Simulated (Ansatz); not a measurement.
**Effect of Rh interstitial (started 1.92 Å from the nearest host atom), symmetric start on Rh**

Take an 8-atom supercell of Rh in the fcc (Cu type) structure (space group Fm-3m, No. 225; a = 3.830 Å) at its relaxed geometry as the base.

Modification: a neutral Rh interstitial (started 1.92 Å from the nearest host atom), symmetric start, atoms relaxed at fixed cell.

Level of theory: DFT with PBE, PAW potentials and a 420 eV plane-wave cutoff in Ansatz (a program for electronic structure), no spin-orbit coupling. Γ-centred 8×8×8 mesh, Fermi–Dirac width 0.05 eV.

The pressure grows by 87.7 GPa to 87.8 GPa and the largest displacement of a host atom from its site in the perfect cell amounts to 0.24 Å. The final site of the added atom amounts to 6 Rh at 2.15 Å (octahedral).

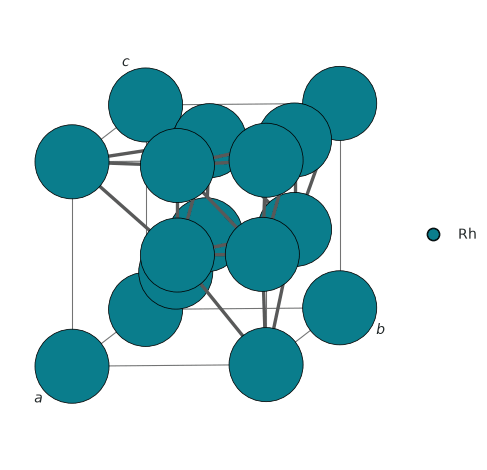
The relaxed cell after the change

Cost of the whole job for the changed cell (relaxation, final SCF and bands): very roughly 100 core-seconds.

The cell is small, so the values are those of an ordered compound at a high defect concentration; dilute-limit values will differ. The defect started on the symmetric site and kept its symmetry, so it may sit on a saddle. All final runs are without spin polarisation. The defect cell is not spin-polarised.
